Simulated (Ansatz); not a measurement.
# CH5BS: the cost of one run

Computed with Ansatz 0.2.0 through its Python package. Level of theory: PBE/6-31G*.

## (1) The structure

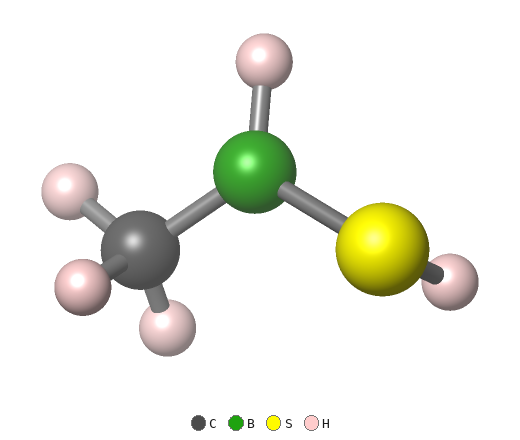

The starting structure, viewed from a chosen angle; carbon dark grey, boron green, sulfur yellow, hydrogen pink.

No structure file is read: the coordinates are typed or built in the script.

## (2) Script

run_opt.py reads:

```python
'''Geometry optimisation of CH5BS.'''

import ansatz as az
import numpy as np

mol = (
    az.Crystal.molecule()
    .atom('C', (-0.5866, 0.7058, -0.2726))
    .atom('B', (0.6886, -0.0854, -0.0417))
    .atom('S', (0.781, -1.252, 1.4134))
    .atom('H', (-1.4142, 0.0661, -0.4273))
    .atom('H', (-0.5181, 1.3713, -1.2096))
    .atom('H', (-0.8294, 1.4188, 0.5905))
    .atom('H', (1.6324, 0.0286, -0.7784))
    .atom('H', (0.3385, -2.3103, 0.67))
)

calculation = (
    mol.calculation()
    .basis(gaussian='6-31G*')
    .functional('pbe')
)
symbols = [site.symbol for site in mol.cartesian_sites]
start = np.array([site.position_ang for site in mol.cartesian_sites], dtype=float)
report = calculation.relax(force_tolerance=0.01).run(threads=1, pin='off').report
end = np.array(report['positions_ang'])

print(f'E = {report["free_energy_ev"]:.6f} eV = {report["free_energy_ev"] / 27.211386246:.7f} Ha')
print('converged:', report['converged'], ' doubts:', report['published_state_doubts'] or 'none')

print('bond        before    after (A)')
for i, j in [(0, 1), (0, 3), (0, 4), (0, 5), (1, 2), (1, 6), (2, 7)]:
    d0, d1 = (np.linalg.norm(xyz[i] - xyz[j]) for xyz in (start, end))
    print(f'{symbols[i]}{i}-{symbols[j]}{j}'.ljust(10), f'{d0:8.4f} {d1:8.4f}')
for i, j, k in [(1, 0, 3), (1, 0, 4), (1, 0, 5), (3, 0, 4), (3, 0, 5), (4, 0, 5), (0, 1, 2), (0, 1, 6)]:
    u, v = end[i] - end[j], end[k] - end[j]
    print(f'angle {symbols[i]}{i}-{symbols[j]}{j}-{symbols[k]}{k}: {np.degrees(np.arccos(np.clip(u @ v / np.linalg.norm(u) / np.linalg.norm(v), -1, 1))):.2f} deg')

charges = report['charge_distribution']
print('dipole moment', round(4.803205 * float(np.linalg.norm(charges['dipole_moment_e_ang'])), 3), 'D')
print('Mulliken:', [(s, round(q, 3)) for s, q in zip(symbols, charges['mulliken_charges_e'])])
with open('ch5bs_opt.xyz', 'w') as handle:
    handle.write(f'{len(symbols)}\nrelaxed CH5BS\n')
    handle.writelines(f'{s:2s} {x:11.6f} {y:11.6f} {z:11.6f}\n' for s, (x, y, z) in zip(symbols, end))
```

## (3) The calls as engine input

The engine receives this input:

```yaml
crystal:
  periodic: [false, false, false]
  atoms:
    - { symbol: C, position_ang: [-0.5866, 0.7058, -0.2726] }
    - { symbol: B, position_ang: [0.6886, -0.0854, -0.0417] }
    - { symbol: S, position_ang: [0.781, -1.252, 1.4134] }
    - { symbol: H, position_ang: [-1.4142, 0.0661, -0.4273] }
    - { symbol: H, position_ang: [-0.5181, 1.3713, -1.2096] }
    - { symbol: H, position_ang: [-0.8294, 1.4188, 0.5905] }
    - { symbol: H, position_ang: [1.6324, 0.0286, -0.7784] }
    - { symbol: H, position_ang: [0.3385, -2.3103, 0.67] }
basis:
  gaussian:
    orbitals: "6-31G*"
hamiltonian:
  xc: pbe
relax:
  f_tol: 0.01
```

## (4) The run

Command:

```sh
$ python run_opt.py
```

**Question.** How long does this script take on 1 thread of Intel Xeon Platinum 8488C (Sapphire Rapids), shared host, and how much memory does it need?

About 17 s, with a peak of 0.21 GiB.
